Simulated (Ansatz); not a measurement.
```csv
atom,x (Å),y (Å),z (Å)
Sn,-1.3751,-0.6958,-0.4448
Cl,1.8679,-2.0610,-1.6372
N,0.0389,0.5247,-0.2454
C,0.4021,1.2505,0.9480
H,1.6143,-0.8379,-1.2554
H,-2.4312,-1.2564,0.7775
H,-1.6989,-1.3539,-1.9673
H,-0.0372,0.8920,1.8892
H,1.4888,1.2289,1.0770
H,0.1304,2.3090,0.8583
```

Core potentials replace the inner electrons of Sn; not at a stationary point (largest force 0.7 eV/Å).

Method: RHF/def2-SVP in Ansatz 0.2.0.

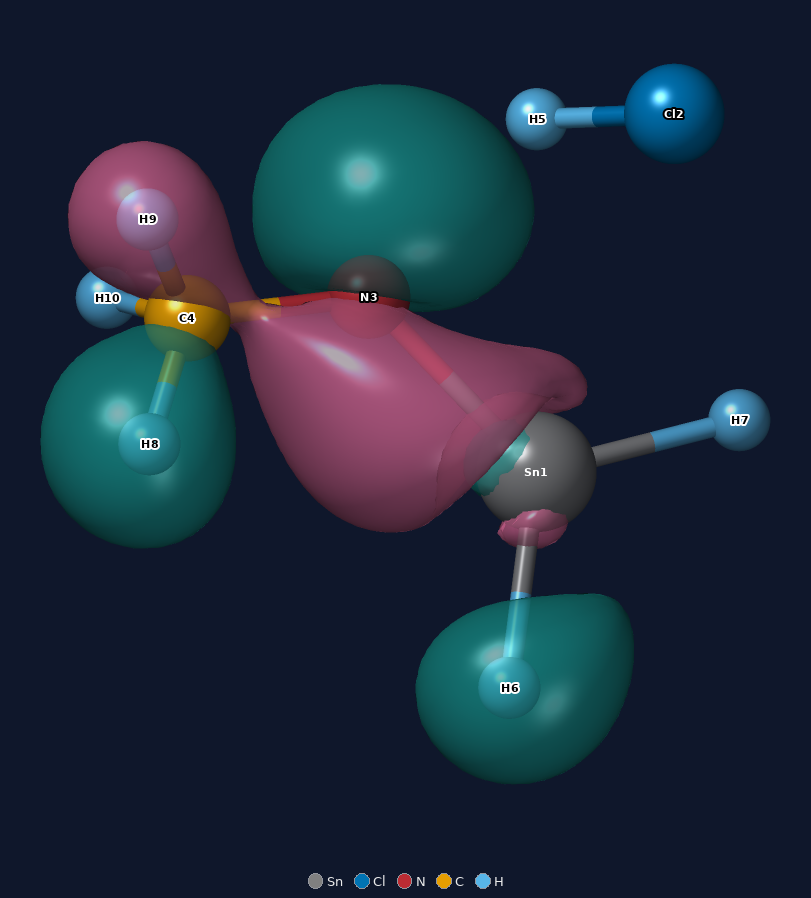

CH$_{5}$NSn···HCl. The HOMO−1 at ±0.1 Å⁻³ᐟ² (teal and pink are the two phases), seen at a tilt.

> What is the character of this orbital?

By Hirshfeld shares it lies mainly on N3 (about 55 %), Sn1 (about 15 %), C4 (about 10 %) and H8 (about 5 %). Its energy is −9.71 eV.
